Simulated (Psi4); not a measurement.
# B3LYP/def2-QZVPP (density fitting, sweep point 6) run of CH6Si (methylsilane)

What is the vertical electron affinity of CH6Si (methylsilane) at B3LYP/def2-QZVPP (density fitting, sweep point 6)? 

The results are computed with Psi4 1.11.

## Step 1: The molecule

CH6Si: 8 atoms, total charge 0, spin state singlet. SMILES: `C[SiH3]`. Geometry: relaxed at PBE0-D4/def2-TZVP.

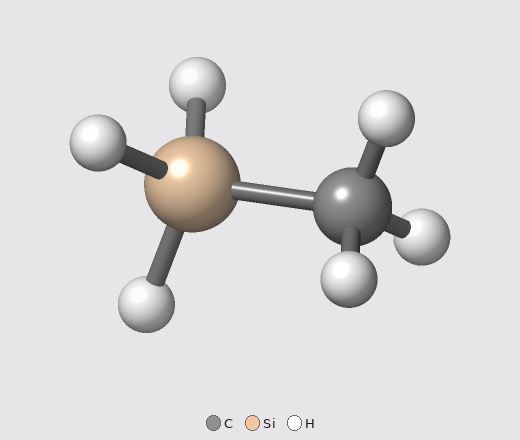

The structure, seen from a chosen angle (carbon grey, silicon light orange, hydrogen white).

## Step 2: The energy at B3LYP/def2-QZVPP (density fitting, sweep point 6)

File input.in:

```
memory 1600 mb

molecule {
  0 1
  C     -0.181500     0.239740    -0.940300
  Si     0.162420    -0.214550     0.841500
  H     -1.240470     0.112510    -1.175580
  H      0.395470    -0.391420    -1.619800
  H      0.086600     1.280720    -1.133860
  H     -0.624960     0.646220     1.765390
  H      1.605560    -0.040010     1.159870
  H     -0.203110    -1.633210     1.102780
  units angstrom
  symmetry c1
}

set {
  basis def2-QZVPP
  puream true
  scf_type df
  dft_radial_points 99
  dft_spherical_points 590
}

energy_value, wavefunction = energy("b3lyp", return_wfn=True)
```

Run with:

```
psi4 -n 1 input.in input.out
```

input.out:

```text
[...]
  Running in c1 symmetry.
[...]
  Nuclear repulsion =   62.848655984179004
[...]
  Multiplicity = 1
[...]
  Nalpha       = 13
  Nbeta        = 13
[...]
    Number of basis functions: 307
[...]
   @DF-RKS iter   1:  -330.95657019375466   -2.62687e-01   2.71488e-03 DIIS/ADIIS
[...]
   @DF-RKS iter   7:  -331.27612264921885   -5.02760e-07   3.51371e-07 DIIS
[...]
    Orbital Energies [Eh]
    ---------------------
    Doubly Occupied:
       1A    -66.094510     2A    -10.162282     3A     -5.263000
       4A     -3.620754     5A     -3.620754     6A     -3.620211
       7A     -0.706167     8A     -0.520640     9A     -0.417209
      10A     -0.417208    11A     -0.336835    12A     -0.336835
      13A     -0.330794
[...]
  @DF-RKS Final Energy:  -331.27612264921885
   => Energetics <=
    Nuclear Repulsion Energy =             62.8486559841790040
    One-Electron Energy =                -580.8645574244545742
    Two-Electron Energy =                 209.8253104984480331
    DFT Exchange-Correlation Energy =     -23.0855317073913504
    Empirical Dispersion Energy =           0.0000000000000000
    VV10 Nonlocal Energy =                  0.0000000000000000
    Total Energy =                       -331.2761226492188484
[...]
 Multipole Moments:
 ------------------------------------------------------------------------------------
     Multipole            Electronic (a.u.)      Nuclear  (a.u.)        Total (a.u.)
 ------------------------------------------------------------------------------------
 L = 1.  Multiply by 2.5417464519 to convert [e a0] to [Debye]
 Dipole X            :          0.2134978           -0.2712066           -0.0577089
 Dipole Y            :         -0.2820702            0.3582950            0.0762248
 Dipole Z            :          1.1063352           -1.4052898           -0.2989546
 Magnitude           :                                                    0.3138700
[...]
```

Run time: 74 s. Hardware: 1 thread of Intel Xeon at 2.70GHz, shared host; peak memory 1.2 GiB.

## Step 3: The doublet anion, same level

File job.dat:

```
memory 1600 MB

molecule {
  -1 2
  C     -0.181500     0.239740    -0.940300
  Si     0.162420    -0.214550     0.841500
  H     -1.240470     0.112510    -1.175580
  H      0.395470    -0.391420    -1.619800
  H      0.086600     1.280720    -1.133860
  H     -0.624960     0.646220     1.765390
  H      1.605560    -0.040010     1.159870
  H     -0.203110    -1.633210     1.102780
  symmetry c1
}

set reference uks
set puream true
set scf_type df
set dft_radial_points 99
set dft_spherical_points 590
set maxiter 100

e_tot, wfn = energy('b3lyp/def2-QZVPP', return_wfn=True)
```

Run with:

```
psi4 -n 1 job.dat job.out
```

job.out:

```text
[...]
  Running in c1 symmetry.
[...]
  Nuclear repulsion =   62.848655984179004
[...]
  Multiplicity = 2
[...]
  Nalpha       = 14
  Nbeta        = 13
[...]
    Number of basis functions: 307
[...]
   @DF-UKS iter   1:  -330.66859259966594    2.52907e-02   3.22296e-03 ADIIS/DIIS
[...]
   @DF-UKS iter  10:  -331.21856329972604   -3.37597e-07   1.92107e-07 DIIS
[...]
   @S^2 Observed:                7.505857746E-01
[...]
    Orbital Energies [Eh]
    ---------------------
    Alpha Occupied:
       1A    -65.919942     2A     -9.974972     3A     -5.087166
       4A     -3.445348     5A     -3.445348     6A     -3.443999
       7A     -0.525875     8A     -0.347229     9A     -0.237192
      10A     -0.237191    11A     -0.165715    12A     -0.165715
      13A     -0.153580    14A      0.110786
    Alpha Virtual:
      15A      0.169794    16A      0.180007    17A      0.180008
      18A      0.201376    19A      0.223154    20A      0.223155
      21A      0.250641    22A      0.250641    23A      0.274938
      24A      0.274939    25A      0.290242    26A      0.307232
[...]
  @DF-UKS Final Energy:  -331.21856329972604
   => Energetics <=
    Nuclear Repulsion Energy =             62.8486559841790040
    One-Electron Energy =                -585.4025061674349217
    Two-Electron Energy =                 214.5293509315436893
    DFT Exchange-Correlation Energy =     -23.1940640480138036
    Empirical Dispersion Energy =           0.0000000000000000
    VV10 Nonlocal Energy =                  0.0000000000000000
    Total Energy =                       -331.2185632997259859
[...]
 Multipole Moments:
 ------------------------------------------------------------------------------------
     Multipole            Electronic (a.u.)      Nuclear  (a.u.)        Total (a.u.)
 ------------------------------------------------------------------------------------
 L = 1.  Multiply by 2.5417464519 to convert [e a0] to [Debye]
 Dipole X            :          0.3588462           -0.2712066            0.0876395
 Dipole Y            :         -0.4740763            0.3582950           -0.1157812
 Dipole Z            :          1.8594141           -1.4052898            0.4541242
 Magnitude           :                                                    0.4767754
[...]
```

Wall time 2.8 min (1 thread of Intel Xeon at 2.70GHz, shared host); peak memory 1.2 GiB.

## Step 4: What came out

At B3LYP/def2-QZVPP (density fitting, sweep point 6):

```
                                         quantity          value
                      singlet CH6Si: total energy  -331.27612 Eh
                     singlet CH6Si: dipole moment         0.80 D
                       singlet CH6Si: HOMO energy       -9.00 eV
                       singlet CH6Si: LUMO energy        0.11 eV
                     singlet CH6Si: HOMO–LUMO gap        9.11 eV
                      doublet anion: total energy  -331.21856 Eh
doublet anion: HOMO energy (highest over α and β)        3.01 eV
 doublet anion: LUMO energy (lowest over α and β)        4.18 eV
                              doublet anion: ⟨S²⟩          0.751
vertical electron affinity (to the doublet anion)      -1.566 eV
```

The anion lies 1.57 eV (151 kJ/mol) above the neutral: the electron isn't bound at this level, and such a value depends on the basis. Without diffuse functions anions come out too high. The HOMO (doublet anion) lies at positive energy, 3.01 eV; only total energies tell whether the electron is bound.
